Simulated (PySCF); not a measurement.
H3Si, SMILES [SiH3] (connectivity only; charge and spin as stated), charge +1, multiplicity 1. Atoms are numbered in the order given.

```xyz
4

Si     0.0000     0.0000     0.0000
H     -1.4677     0.0000     0.0000
H      0.7338     1.2711     0.0000
H      0.7338    -1.2711     0.0000
```
Charge +1, spin multiplicity 1.

Geometry optimised at B3LYP-D3(BJ)/def2-TZVPD. The multiplicity is an assumed one; other spin states were not compared. The isomer is the one that the SMILES or the coordinates give; other isomers of the formula were not compared.

Lowest vertical singlet excitation by several levels in PySCF, with rough processor times relative to the cheapest run on one machine. Each run also gave further roots (ADC and EOM-CCSD ionised and attached states too); roots are paired by order and the bases differ. EOM-CCSD serves as a yardstick, not as the true value; all levels that ended soundly for this molecule are listed, with differences from unrounded values.

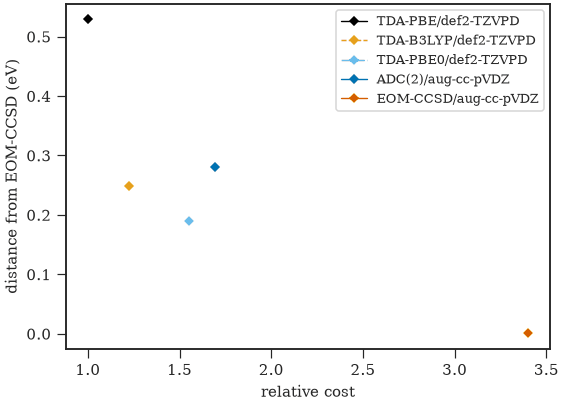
Cost against distance from EOM-CCSD for the lowest singlet.

```tsv
level	relative cost	S1 (eV)	S1 minus EOM-CCSD (eV)
TDA-PBE/def2-TZVPD	1	5.29	-0.53
TDA-B3LYP/def2-TZVPD	1	5.57	-0.25
TDA-PBE0/def2-TZVPD	2	5.63	-0.19
ADC(2)/aug-cc-pVDZ	2	6.10	0.29
EOM-CCSD/aug-cc-pVDZ	3	5.82	0.00
```
